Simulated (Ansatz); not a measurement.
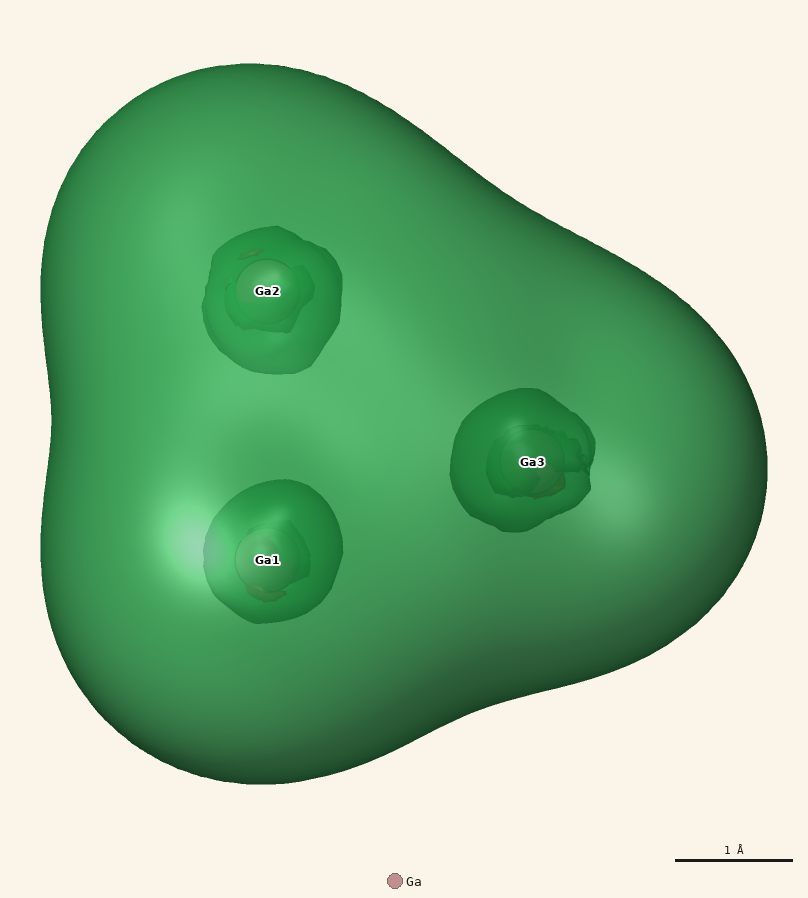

Ga···Ga···Ga (charge −1, quintet). Isosurfaces of the spin density (α minus β) at +0.015 (green) and −0.015 e/Å³ (red), seen at a tilt.

Geometry: PBE-D4/def2-TZVPD; the highest occupied orbital lies above zero, a sign that basis and functional describe the outermost electron poorly.

These are results of Ansatz, UKS PBE0-D4/def2-TZVPD, not measurements.

> Describe the spin distribution.

The unpaired spin (4 electrons) lies mostly on Ga2 (about 1.3), in electrons by Hirshfeld's partition.
